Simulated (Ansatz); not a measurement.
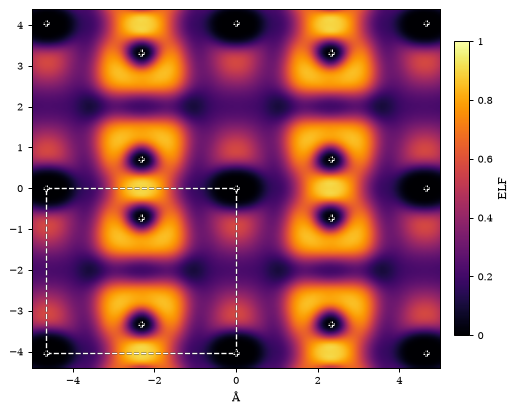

The electron localisation function on a plane through atoms (crosses mark nuclei in the plane).

All numbers below come from DFT PBE, scalar-relativistic, plane waves, PAW (Ansatz).

Candidates:
A. Sc3B2Br3, a = 7.68 Å, b = 7.68 Å, c = 3.32 Å, α = 90.00°, β = 90.00°, γ = 120.00°. Space group P-6m2; a structure generated by program, which may or may not match a known phase.
B. Be3C2, a = 4.66 Å, b = 4.66 Å, c = 4.04 Å, α = 90.00°, β = 90.00°, γ = 120.00°. Space group P6₃/mmc; a structure generated by program, which may or may not match a known phase.
C. Ga3Sb2As, a = 4.29 Å, b = 4.29 Å, c = 18.18 Å, α = 90.00°, β = 90.00°, γ = 90.00°. Space group I-4m2; a structure generated by program, which may or may not match a known phase.

**Which candidate gave the map?**

Candidate B: Be3C2 on the (100) plane of the conventional cell, which holds Be and C. C–C (1.43 Å): the ELF peaks at about 0.90 between the atoms.
